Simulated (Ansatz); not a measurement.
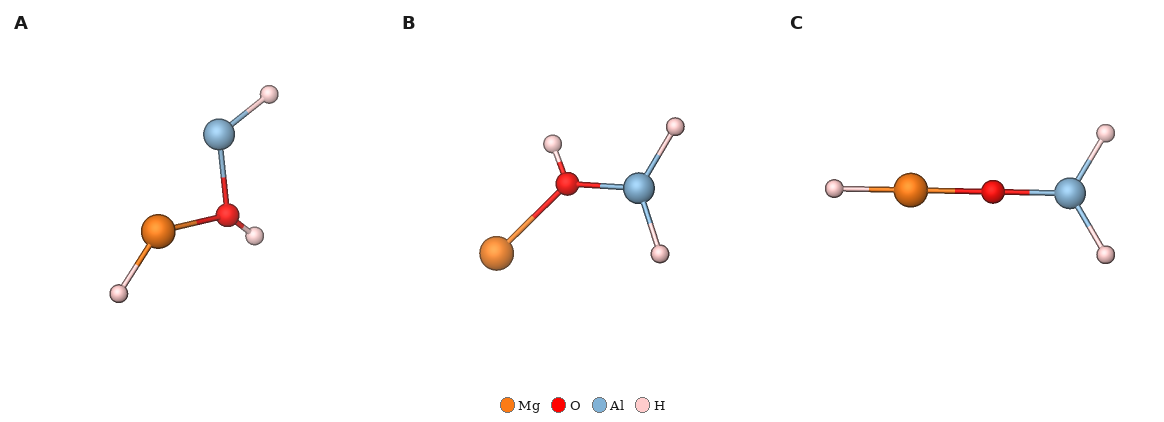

3 stationary structures of one formula. Geometries: PBE-D4/def2-SVP. Electronic energies: PBE-D4/def2-SVP (Ansatz 0.2.0), without zero-point energy. No frequency run is at hand to confirm each as a minimum.

> Which structure is the most stable?

C is lowest; B lies 0.870 eV above it (Cs), A lies 0.949 eV above it (Cs).
